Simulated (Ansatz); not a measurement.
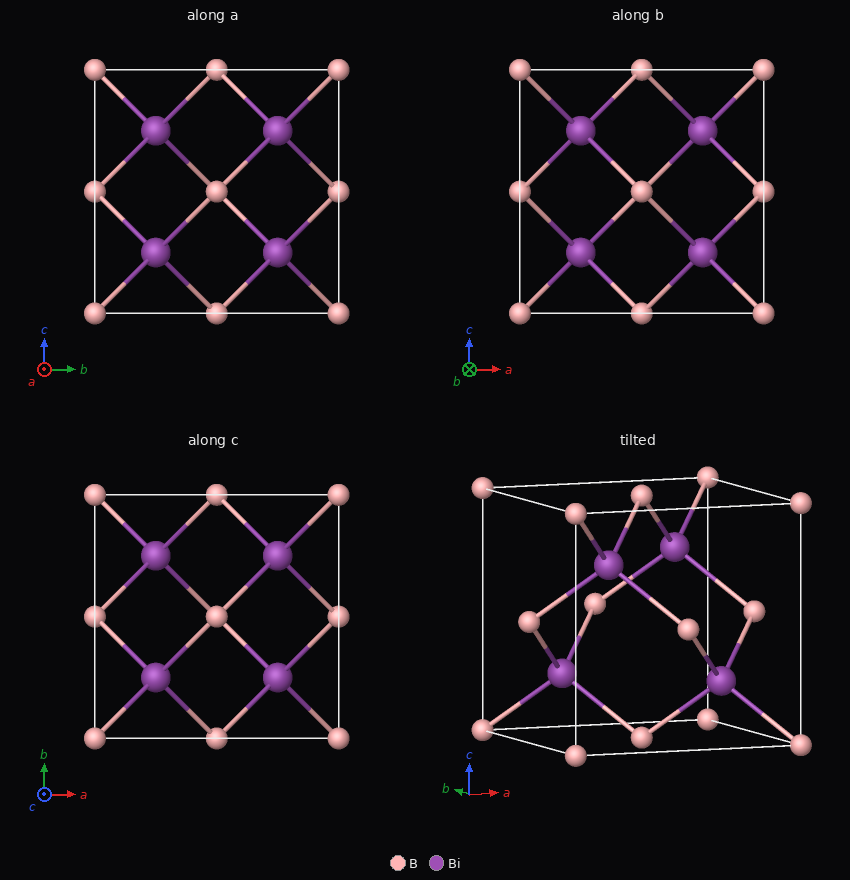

The crystal in a ball-and-stick representation, seen along the a axis, along the b axis, along the c axis and slightly off an axis. The wireframe shows the conventional unit cell.

Lattice parameters: a = 5.5240 Å, b = 5.5240 Å, c = 5.5240 Å, α = 90.000°, β = 90.000°, γ = 90.000°.

**Record the structure as a CIF with its space group and independent sites.**

```cif
data_structure
_symmetry_space_group_name_H-M 'F -4 3 m'
_symmetry_Int_Tables_number 216
_cell_length_a 5.5240
_cell_length_b 5.5240
_cell_length_c 5.5240
_cell_angle_alpha 90.000
_cell_angle_beta 90.000
_cell_angle_gamma 90.000
_cell_volume 168.56
loop_
_atom_site_label
_atom_site_type_symbol
_atom_site_symmetry_multiplicity
_atom_site_Wyckoff_symbol
_atom_site_fract_x
_atom_site_fract_y
_atom_site_fract_z
_atom_site_occupancy
B1 B 4 a 0.0000 0.0000 0.0000 1
Bi1 Bi 4 d 0.2500 0.2500 0.7500 1
```

The structure was taken from a structure type filled with these elements by a generator (whether the compound takes this form wasn't checked). Earlier steps of the study may have refined or changed the cell and positions. A calculation with Ansatz used it as input.
